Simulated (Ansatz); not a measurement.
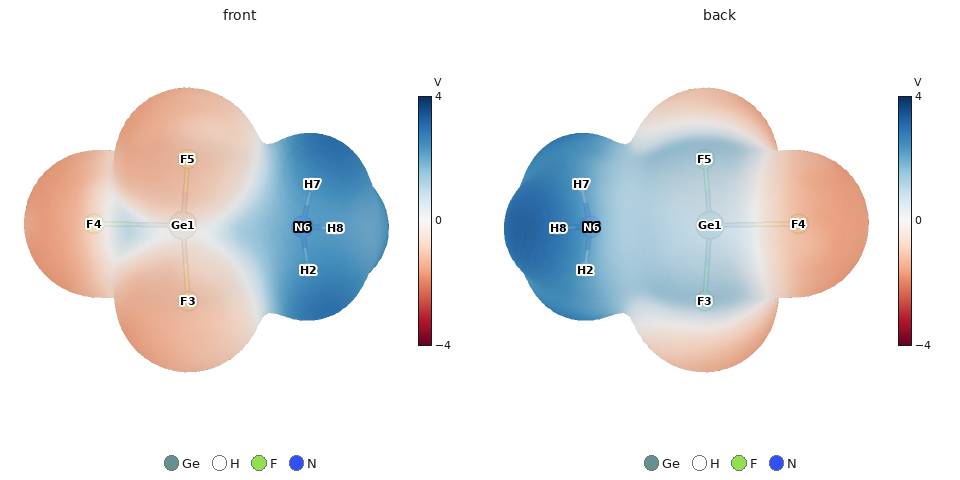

Figure. F₃Ge···NH₃ (doublet). The molecular electrostatic potential painted on the density surface at 0.004 e/bohr³, seen from the front and from behind; the colour scale runs from red (negative) to blue (positive).

Computed with UKS PBE-D4/def2-SVP in Ansatz 0.2.0.

```xyz
8

Ge   -0.3045    0.5354    0.3435
H     1.1025   -0.3633    2.5056
F     1.4043    0.0915    0.1433
F    -0.6923    1.1840   -1.2711
F    -1.1461   -1.0262    0.3075
N     0.1157   -0.0806    2.5716
H    -0.4680   -0.9162    2.7093
H    -0.0099    0.5753    3.3519
```

### Describe the electrostatic potential map.

The most negative region (about −1.6 V, or −37 kcal/mol for a unit charge) lies over F4, the most positive (about +3.3 V, or +76 kcal/mol for a unit charge) over H8.
